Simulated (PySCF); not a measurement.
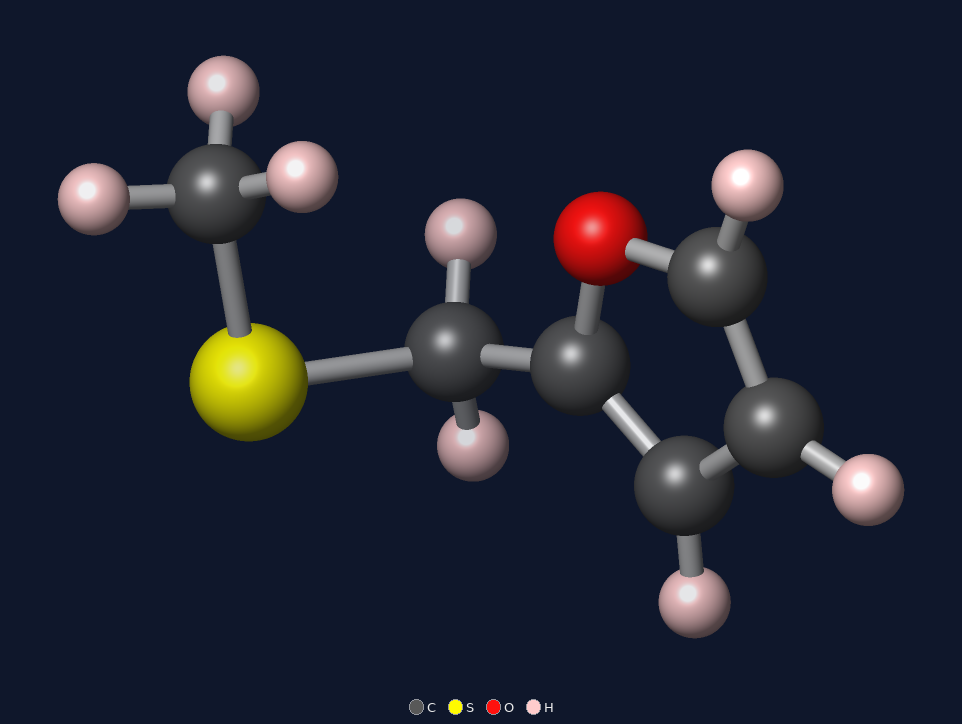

Ball-and-stick drawing of a structure.

Computed geometry: PBE0-D3(BJ)/def2-SVP optimisation. No frequency run is at hand to confirm it as a minimum.

What does the picture show?

Formula C₆H₈OS. SMILES: `CSCc1ccco1`. Independent rings (smallest set): 1 of 5 members, 1 of them aromatic. Among its groups: thioether. This geometry has C1 symmetry. Coordination: 2 C tetrahedral; 1 S bent; 4 C trigonal planar; 1 O bent.

More results for the same structure follow; atom numbers are the same in all pictures, views and colours differ.

## Dipole moment

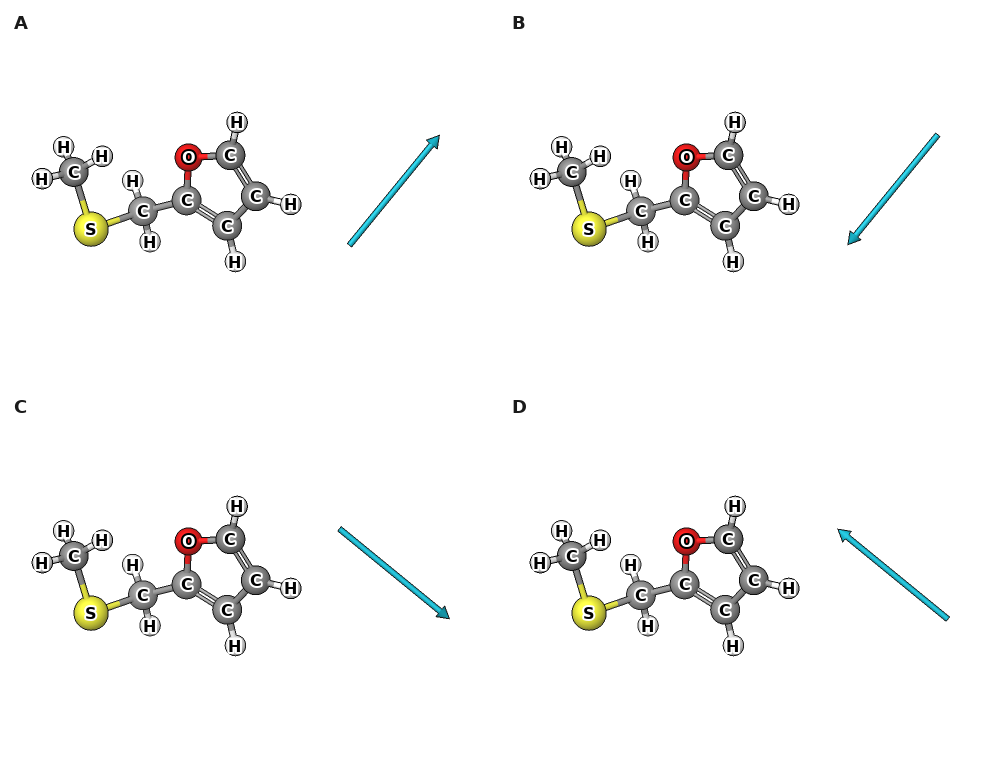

The same molecule four times, each with an arrow. No frequency run is at hand to confirm it as a minimum. Level of theory: KT2/pcSseg-1, gas phase (PySCF 2.14.0).

Which arrow points along the dipole moment, from the negative to the positive end?

Answer. A. The dipole moment is 1.30 D.

## Levels of theory compared

No frequency run is at hand to confirm it as a minimum. Program: PySCF 2.14.0.

At this fixed geometry, give HOMO–LUMO gap (eV), HOMO energy (eV) at these levels: B3LYP/pcSseg-1; BLYP/pcSseg-1; BP86/pcSseg-1; KT2/pcSseg-1; PBE0/pcSseg-1; mPW1PW91/pcSseg-1.

```
            level  HOMO–LUMO gap (eV)  HOMO energy (eV)
   B3LYP/pcSseg-1                5.82             −6.03
    BLYP/pcSseg-1                4.13             −4.91
    BP86/pcSseg-1                4.15             −5.19
     KT2/pcSseg-1                4.19             −5.15
    PBE0/pcSseg-1                6.26             −6.26
mPW1PW91/pcSseg-1                6.27             −6.29
```

## NMR shielding

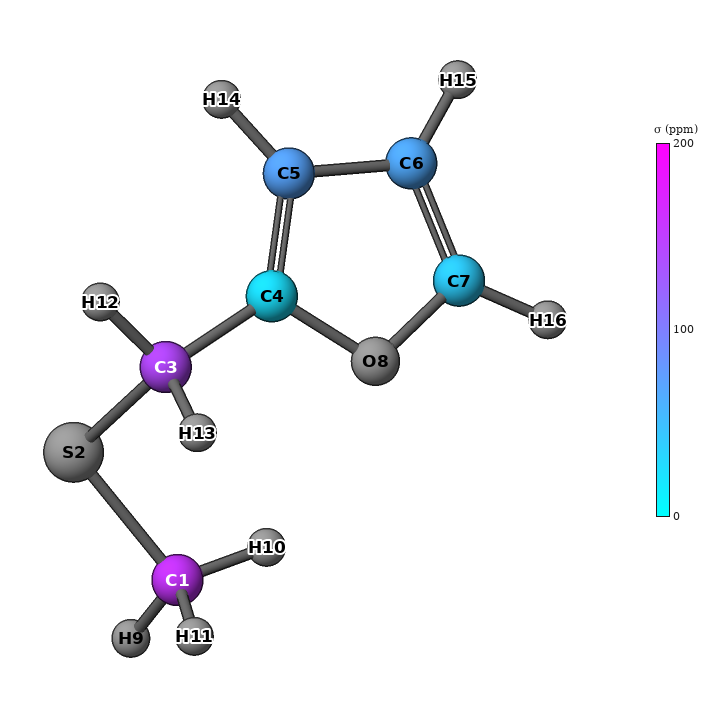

Atoms are coloured by their isotropic NMR shieldings (C only, the others grey). No frequency run is at hand to confirm it as a minimum. Method: GIAO BP86/pcSseg-1 NMR shielding, non-relativistic, gas phase (PySCF 2.14.0).

Which C atom is the most shielded (lowest chemical shift)?

Answer. C1 (157.1 ppm).

Which C atom is the least shielded (highest chemical shift)?

Answer. C4 (22.7 ppm).

How wide is the range of C shifts?

Answer. 134.4 ppm.

List the isotropic NMR shieldings of the C atoms.

| atom | σ (ppm) |
| --- | --- |
| C1 | 157.1 |
| C3 | 142.8 |
| C4 | 22.7 |
| C5 | 69.8 |
| C6 | 64.9 |
| C7 | 37.1 |
